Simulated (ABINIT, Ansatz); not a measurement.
## Converging GW for LiHS (Ama2) in ABINIT

What does each rung of G0W0 on LiHS (Ama2) cost, and what does it buy?

Method: PBEsol and many-body steps on it, plane waves, in ABINIT 10.8.3.

## Step 1: Set-up

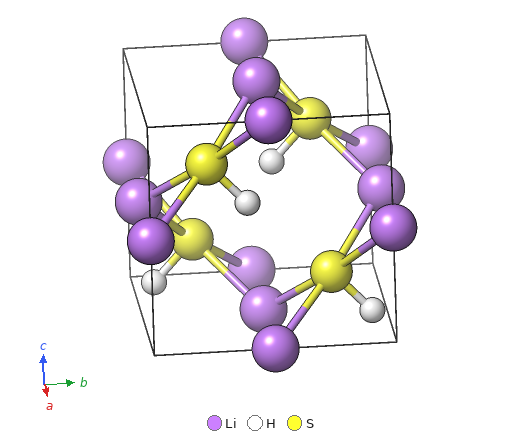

The starting structure, seen slightly off an axis (lithium purple, hydrogen white, sulfur yellow). This picture shows the conventional cell, with its axes. Some periodic images of atoms are drawn too.

The cell and positions come from the Crystallography Open Database and are kept as given unless a step says otherwise.

## Step 2: Empty states on the mesh, 2×2×2 mesh, 180 bands

This step: ABINIT 10.8.3; DFT, PBEsol, plane waves, norm-conserving pseudopotentials.

The sums over transitions need many empty states on a uniform mesh; this step solves for them.

The input, run.abi:

```
acell 3*1.0 Angstrom
rprim 
  6.156870000000 0.000000000000 0.000000000000
  0.000000000000 2.809205000000 2.757390000000
  0.000000000000 -2.809205000000 2.757390000000
ntypat 3
znucl 3 1 16
natom 6
typat 1 1 2 2 3 3
xred 
  0.500000000000 0.501660000000 0.501660000000
  0.000000000000 0.501660000000 0.501660000000
  0.250000000000 0.133090000000 0.983490000000
  0.750000000000 0.983490000000 0.133090000000
  0.750000000000 0.998760000000 0.475340000000
  0.250000000000 0.475340000000 0.998760000000
pp_dirpath "pseudos"
pseudos "Li.upf, H.upf, S.upf"
ecut 33
ngkpt 2 2 2
nshiftk 1
shiftk 0 0 0
kptopt 1
chksymbreak 0
iscf -2
irdden 1
istwfk *1
nband 180
nbdbuf 16
tolwfr 1e-09
nstep 60
prtvol 0
indata_prefix "in"
outdata_prefix "out"
tmpdata_prefix "tmp"
```

Started as:

```sh
$ OMP_NUM_THREADS=1 mpirun -n 4 abinit run.abi > log
```

Numbers of over 12 decimals in the logs are rounded to 6 here.

Output:

```text
.Version 10.8.3 of ABINIT. v10.8.2 released Aug 2026.

 Symmetries : space group Am a 2 (# 40); Bravais oC (1-face-center ortho.)
[... echo of the input left out ...]
== DATASET  1 ==================================================================
-   mpi_nproc: 4, omp_nthreads: 1 (-1 if OMP is not activated)

--- !DatasetInfo
iteration_state: {dtset: 1, }
dimensions: {natom: 6, nkpt: 6, mband: 180, nsppol: 1, nspinor: 1, nspden: 1, mpw: 5848, }
cutoff_energies: {ecut:  33.0, pawecutdg:  -1.0, }
[...]
2.74963    2.75307    2.75634    2.78160    2.81194    2.81538    2.81813    2.82614
   2.82840    2.83531    2.84864    2.85986    2.87155    2.88528    2.88915    2.90719
   2.91113    2.92367    2.92483    2.92782
 prteigrs : prtvol=0 or 1, do not print more k-points.

== END DATASET(S) ==============================================================
================================================================================

 -outvars: echo values of variables after computation  --------
            nband         180
             nkpt           6
          spgroup          40
 [... the other variables as echoed above ...]

 Calculation completed.
```

The job ended after 1.9 min (4 MPI ranks of Arm Neoverse N1, shared host; peak memory 0.41 GiB; 7.6 min of CPU time).

Numbers from this step:

```yaml
gap: 3.330 eV
k_of_the_valence_top: 0, 0, 0
k_of_the_conduction_bottom: 0, 0, 0
least_direct_gap: 3.330 eV
k_points_computed: 6
lowest_point_of_the_top_converged_band_above_the_valence_top: 73.3633 eV
```

On this mesh the gap is 3.330 eV.

The density comes from a self-consistent run that is not shown.

## Step 3: Screening, 2×2×2 mesh, 29 bands, screening to 62.6 eV

The RPA dielectric matrix is built and inverted for each q.

This step: RPA screening on PBEsol, plane waves, norm-conserving pseudopotentials.

Edit run.abi of step 2 so:

```diff
@@ -24,10 +24,11 @@
 chksymbreak 0
-iscf -2
-irdden 1
 istwfk *1
-nband 180
-nbdbuf 16
-tolwfr 1e-09
-nstep 60
-prtvol 0
+occopt 1
+irdwfk 1
+optdriver 3
+nband 29
+ecuteps 2.3
+inclvkb 2
+awtr 1
+symchi 1
 indata_prefix "in"
```

Output:

```text
.Version 10.8.3 of ABINIT. v10.8.2 released Aug 2026.

 Symmetries : space group Am a 2 (# 40); Bravais oC (1-face-center ortho.)
[... echo of the input left out ...]
== DATASET  1 ==================================================================
-   mpi_nproc: 4, omp_nthreads: 1 (-1 if OMP is not activated)

--- !DatasetInfo
iteration_state: {dtset: 1, }
dimensions: {natom: 6, nkpt: 6, mband: 29, nsppol: 1, nspinor: 1, nspden: 1, mpw: 5848, }
cutoff_energies: {ecut:  33.0, pawecutdg:  -1.0, }
electrons: {nelect:   2.00000000E+01, charge:   0.00000000E+00, occopt:   1.00000000E+00, tsmear:   1.00000000E-02, }

 SCREENING: Calculation of the susceptibility and dielectric matrices

 Based on a program developped by R.W. Godby, V. Olevano, G. Onida, and L. Reining.
 Incorporated in ABINIT by V. Olevano, G.-M. Rignanese, and M. Torrent.
.Using double precision arithmetic ; gwpc =  8

[... cell and pseudopotentials left out ...]
--------------------------------------------------------------------------------

 ==== K-mesh for the wavefunctions ====
 Number of points in the irreducible wedge :     6
[... list of points left out ...]
 Together with  4 symmetry operations and time-reversal symmetry
 yields     8 points in the full Brillouin Zone.

 ==== Q-mesh for the screening function ====
 Number of points in the irreducible wedge :     6
[... list of points left out ...]
 Together with  4 symmetry operations and time-reversal symmetry
 yields     8 points in the full Brillouin Zone.

 setmesh: FFT mesh size selected  =    40x   24x   24
          total number of points  =        23040

 vcoul_init : cutoff-mode = AUXILIARY_FUNCTION
 q-points for optical limit:   1
     1)      0.000010    0.000020    0.000030

- screening: taking advantage of time-reversal symmetry
- Maximum band index for partially occupied states nbvw = 10
- Remaining bands to be divided among processors   nbcw = 19
- Number of bands treated by each node ~4

 Number of electrons calculated from density =   20.0000; Expected =   20.0000
 average of density, n =  0.031071
 r_s =    1.9733
 omega_plasma =   17.0034 [eV]

 calculating chi0 at frequencies [eV] :
  1    0.000000E+00    0.000000E+00
  2    0.000000E+00    1.700343E+01

--------------------------------------------------------------------------------
  q-point number  1        q = ( 0.000000, 0.000000, 0.000000) [r.l.u.]
--------------------------------------------------------------------------------
[... chi0 elements left out ...]
 For q-point:  0.000010 0.000020 0.000030
  dielectric constant =   3.7053
  dielectric constant without local fields =   4.5972

  Average fulfillment of the sum rule on Im[epsilon] for q-point    1 :     35.37  [%]
[... wings left out ...]
  q-point number  2        q = ( 0.500000, 0.000000, 0.000000) [r.l.u.]
--------------------------------------------------------------------------------
[... chi0 elements left out ...]
  Average fulfillment of the sum rule on Im[epsilon] for q-point    2 :     53.43  [%]

 [... 4 further q-points ...]
```

Run time: 6.1 s. Hardware: 4 MPI ranks; peak memory 0.51 GiB.

Numbers from this step:

- ε∞ with local fields, on this mesh, along the program's q direction: 3.705
- the same without local fields: 4.597
- plasma frequency: 17.00 eV
- plane waves in the screening matrix: 107

Local fields lower ε∞ by 19 %. On a Γ-centred mesh this coarse the value itself is usually too large, while a short band sum pulls it down.

## Step 4: 29 bands, 62.6 eV

The self-energy is evaluated for the states that the input lists, and the levels follow from it, in one-shot runs by the linearised quasiparticle equation.

This step: G0W0 on PBEsol, plane waves, norm-conserving pseudopotentials.

Edit run.abi of step 3 so:

```diff
@@ -27,8 +27,15 @@
 irdwfk 1
-optdriver 3
+optdriver 4
 nband 29
+gwcalctyp 0
+ecutsigx 33
+symsigma 1
+nkptgw 1
+kptgw 
+  0.0000000000 0.0000000000 0.0000000000
+bdgw 
+  9 12
 ecuteps 2.3
-inclvkb 2
-awtr 1
-symchi 1
+irdscr 1
+ppmodel 1
 indata_prefix "in"
```

Output:

```text
.Version 10.8.3 of ABINIT. v10.8.2 released Aug 2026.

 Symmetries : space group Am a 2 (# 40); Bravais oC (1-face-center ortho.)
[... echo of the input left out ...]
== DATASET  1 ==================================================================
-   mpi_nproc: 4, omp_nthreads: 1 (-1 if OMP is not activated)

--- !DatasetInfo
iteration_state: {dtset: 1, }
dimensions: {natom: 6, nkpt: 6, mband: 29, nsppol: 1, nspinor: 1, nspden: 1, mpw: 5848, }
cutoff_energies: {ecut:  33.0, pawecutdg:  -1.0, }
electrons: {nelect:   2.00000000E+01, charge:   0.00000000E+00, occopt:   1.00000000E+00, tsmear:   1.00000000E-02, }

 SIGMA: Calculation of the GW corrections

 Based on a program developped by R.W. Godby, V. Olevano, G. Onida, and L. Reining.
 Incorporated in ABINIT by V. Olevano, G.-M. Rignanese, and M. Torrent.
.Using double precision arithmetic ; gwpc =  8

[... cell and pseudopotentials left out ...]
--------------------------------------------------------------------------------

 ==== K-mesh for the wavefunctions ====
 Number of points in the irreducible wedge :     6
[... list of points left out ...]
 Together with  4 symmetry operations and time-reversal symmetry
 yields     8 points in the full Brillouin Zone.

 ==== Q-mesh for screening function ====
 Number of points in the irreducible wedge :     6
[... list of points left out ...]
 Together with  4 symmetry operations and time-reversal symmetry
 yields     8 points in the full Brillouin Zone.

 vcoul_init : cutoff-mode = AUXILIARY_FUNCTION
 q-points for optical limit:   1
     1)      0.000010    0.000020    0.000030
 setmesh: FFT mesh size selected  =    64x   40x   40
          total number of points  =       102400

 Number of electrons calculated from density =   20.0000; Expected =   20.0000
 average of density, n =  0.031071
 r_s =    1.9733
 omega_plasma =   17.0034 [eV]

 === KS Band Gaps ===
  >>>> For spin  1
   Minimum direct gap =   3.3299 [eV], located at k-point      :   0.0000  0.0000  0.0000
   Fundamental gap    =   3.3299 [eV], Top of valence bands at :   0.0000  0.0000  0.0000
                                       Bottom of conduction at :   0.0000  0.0000  0.0000
 SIGMA fundamental parameters:
 PLASMON POLE MODEL  1
 number of plane-waves for SigmaX                 5839
 number of plane-waves for SigmaC and W            107
 number of plane-waves for wavefunctions          5839
 number of bands                                    29
 number of independent spin polarizations            1
 number of spinorial components                      1
 number of k-points in IBZ                           6
 number of q-points in IBZ                           6
 number of symmetry operations                       4
 number of k-points in BZ                            8
 number of q-points in BZ                            8
 number of frequencies for dSigma/dE                 9
 frequency step for dSigma/dE [eV]                0.25
 number of omega for Sigma on real axis              0
 max omega for Sigma on real axis  [eV]           0.00
 zcut for avoiding poles [eV]                     0.10

 EPSILON^-1 parameters (SCR file):
 dimension of the eps^-1 matrix on file            107
 dimension of the eps^-1 matrix used               107
 number of plane-waves for wavefunctions          5839
 number of bands                                    29
 number of q-points in IBZ                           6
 number of frequencies                               2
 number of real frequencies                          1
 number of imag frequencies                          1

 matrix elements of self-energy operator (all in [eV])

 Perturbative Calculation

--- !SelfEnergy_ee
iteration_state: {dtset: 1, }
kpoint     : [   0.000,    0.000,    0.000, ]
spin       : 1
KS_gap     :    3.330
QP_gap     :    5.432
Delta_QP_KS:    2.102
data: !SigmaeeData |
     Band     E0 <VxcDFT>   SigX SigC(E0)      Z dSigC/dE  Sig(E)    E-E0       E
        9  -0.707 -12.411 -15.817   2.647   0.806  -0.241 -13.023  -0.611  -1.319
       10  -0.122 -12.727 -15.736   2.522   0.811  -0.234 -13.122  -0.395  -0.517
       11   3.208  -8.834  -4.303  -2.495   0.838  -0.193  -7.127   1.707   4.915
       12   3.571  -8.614  -4.145  -2.374   0.839  -0.192  -6.857   1.758   5.328

== END DATASET(S) ==============================================================
================================================================================

 -outvars: echo values of variables after computation  --------
           etotal      0.0000000000E+00
            nband          29
             nkpt           6
          spgroup          40
 [... the other variables as echoed above ...]

 Calculation completed.
```

Elapsed: 3.6 s, on 4 MPI ranks; peak memory 0.48 GiB.

This step gave:

```
G0W0 gap on the points computed              : 5.432 eV
starting gap on the mesh                     : 3.330 eV
k of the valence top                         : 0, 0, 0
k of the conduction bottom                   : 0, 0, 0
Z at the valence top                         : 0.811
Z at the conduction bottom                   : 0.838
least direct G0W0 gap on the computed points : 5.432 eV
```

The gap on the mesh goes from 3.33 eV to 5.43 eV, a correction of +2.10 eV.

## Step 5: Screening, 2×2×2 mesh, 73 bands, screening to 114.3 eV

This step: RPA screening on PBEsol, plane waves, norm-conserving pseudopotentials.

Edit run.abi of step 4 so:

```diff
@@ -27,15 +27,8 @@
 irdwfk 1
-optdriver 4
-nband 29
-gwcalctyp 0
-ecutsigx 33
-symsigma 1
-nkptgw 1
-kptgw 
-  0.0000000000 0.0000000000 0.0000000000
-bdgw 
-  9 12
-ecuteps 2.3
-irdscr 1
-ppmodel 1
+optdriver 3
+nband 73
+ecuteps 4.2
+inclvkb 2
+awtr 1
+symchi 1
 indata_prefix "in"
```

Output:

```text
.Version 10.8.3 of ABINIT. v10.8.2 released Aug 2026.

 Symmetries : space group Am a 2 (# 40); Bravais oC (1-face-center ortho.)
[... echo of the input left out ...]
== DATASET  1 ==================================================================
-   mpi_nproc: 4, omp_nthreads: 1 (-1 if OMP is not activated)

--- !DatasetInfo
iteration_state: {dtset: 1, }
dimensions: {natom: 6, nkpt: 6, mband: 73, nsppol: 1, nspinor: 1, nspden: 1, mpw: 5848, }
cutoff_energies: {ecut:  33.0, pawecutdg:  -1.0, }
electrons: {nelect:   2.00000000E+01, charge:   0.00000000E+00, occopt:   1.00000000E+00, tsmear:   1.00000000E-02, }

 SCREENING: Calculation of the susceptibility and dielectric matrices

 Based on a program developped by R.W. Godby, V. Olevano, G. Onida, and L. Reining.
 Incorporated in ABINIT by V. Olevano, G.-M. Rignanese, and M. Torrent.
.Using double precision arithmetic ; gwpc =  8

[... cell and pseudopotentials left out ...]
--------------------------------------------------------------------------------

 ==== K-mesh for the wavefunctions ====
 Number of points in the irreducible wedge :     6
[... list of points left out ...]
 Together with  4 symmetry operations and time-reversal symmetry
 yields     8 points in the full Brillouin Zone.

 ==== Q-mesh for the screening function ====
 Number of points in the irreducible wedge :     6
[... list of points left out ...]
 Together with  4 symmetry operations and time-reversal symmetry
 yields     8 points in the full Brillouin Zone.

 setmesh: FFT mesh size selected  =    48x   32x   32
          total number of points  =        49152

 vcoul_init : cutoff-mode = AUXILIARY_FUNCTION
 q-points for optical limit:   1
     1)      0.000010    0.000020    0.000030

- screening: taking advantage of time-reversal symmetry
- Maximum band index for partially occupied states nbvw = 10
- Remaining bands to be divided among processors   nbcw = 63
- Number of bands treated by each node ~15

 Number of electrons calculated from density =   20.0000; Expected =   20.0000
 average of density, n =  0.031071
 r_s =    1.9733
 omega_plasma =   17.0034 [eV]

 calculating chi0 at frequencies [eV] :
  1    0.000000E+00    0.000000E+00
  2    0.000000E+00    1.700343E+01

--------------------------------------------------------------------------------
  q-point number  1        q = ( 0.000000, 0.000000, 0.000000) [r.l.u.]
--------------------------------------------------------------------------------
[... chi0 elements left out ...]
 For q-point:  0.000010 0.000020 0.000030
  dielectric constant =   3.7266
  dielectric constant without local fields =   4.6170

  Average fulfillment of the sum rule on Im[epsilon] for q-point    1 :     61.62  [%]
[... wings left out ...]
  q-point number  2        q = ( 0.500000, 0.000000, 0.000000) [r.l.u.]
--------------------------------------------------------------------------------
[... chi0 elements left out ...]
  Average fulfillment of the sum rule on Im[epsilon] for q-point    2 :     70.84  [%]

 [... 4 further q-points ...]
```

Run time: 16 s. Hardware: 4 MPI ranks; peak memory 0.95 GiB; 63 s of CPU time.

Numbers from this step:

- ε∞ with local fields, on this mesh, along the program's q direction: 3.727
- the same without local fields: 4.617
- plasma frequency: 17.00 eV
- plane waves in the screening matrix: 283

(Continued in part 2 of 2.)

[Paths, hosts, dates, memory and timing lines, banners, echoed tables and standing remarks are left out of the program output.]

[Logs are printed without paths, hosts, clocks, repeated set-up lines and the standing remarks that a program may print on its own settings, such as how far it seeks lower states.]

[Runs of the session that timed out or met a known fault of the program may be left out.]

[Hosts, paths, dates, database ids (printed as entryN), source tags and the programs' standing remarks are cut or masked in the printed files.]

[G0W0 gaps are taken among the corrected bands and points alone; a level outside them can change the order at an edge.]

[Where Ansatz stands beside ABINIT at settings called matched, ABINIT's density can come from a denser mesh and the files from another edition; pairs whose starting gaps differed by over 0.03 eV were left out, so agreement reads better than it is.]
